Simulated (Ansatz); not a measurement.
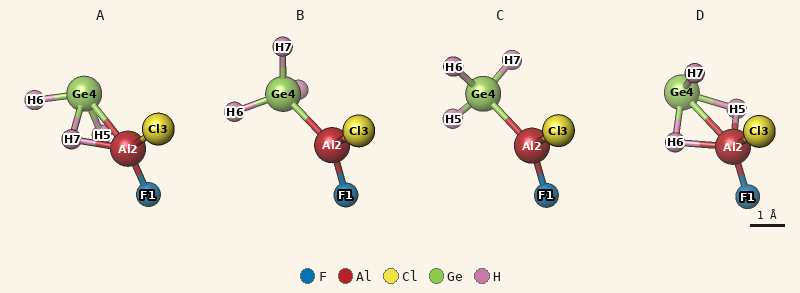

4 geometries from a converged minimum-energy path of AlGeH3ClF, shuffled. The picture is a ball-and-stick view, seen from a free direction.

Level of theory: RKS r2SCANh/def2-SVP (Ansatz 0.2.0). Set-up: 5 movable images; climbing image; force threshold 0.05 eV/Å; iteration limit 60; starting path through a guess of the saddle point.

Which frame is the top of the path?

A. In order along the path, whose images run from 0 to 6: A (image 2, +1.28 eV), D (image 4, +0.41 eV), B (image 5, 0.00 eV), C (image 6, 0.00 eV). No bond forms or breaks between the ends. Bond angles that change up to the highest image, for instance: Al2–Ge4–H7 111.7° → 44.3°, Al2–Ge4–H5 110.7° → 67.3°.
